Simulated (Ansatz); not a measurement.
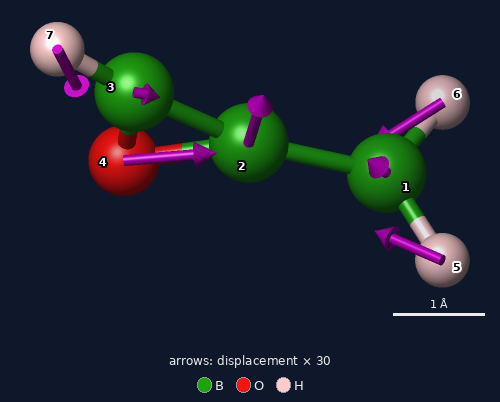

This is a relaxation of B3H3O. The starting structure is drawn; purple arrows show the displacements, magnified 30 times. The two geometries are superimposed by the best rigid fit.

A ball-and-stick model, seen at a tilt.

The start comes from PBE-D4/def2-SVP.

Theory: Ansatz, RKS PBE0-D4/def2-TZVP. (force threshold 0.005 eV/Å; at most 150 steps)

**Describe the change and its energy.**

The largest moves after the best rigid fit, 0.034 Å, are those of O4 and H7. By element the largest moves are O 0.034 Å, H 0.034 Å, B 0.033 Å. Among the contacts that change: B2–B3 1.615 → 1.589 Å, B1–H5 1.218 → 1.197 Å, B3–H7 1.205 → 1.184 Å, B2–O4 1.417 → 1.397 Å. Among the angles between lasting bonds that change: B1–B2–O4 144.0° → 141.7°. Over 7 geometry steps the energy falls by 0.032 eV. The largest force component goes from 0.7 to 0.0034 eV/Å. The run took 19 s on 2 threads of Arm Neoverse V1, on a shared host.
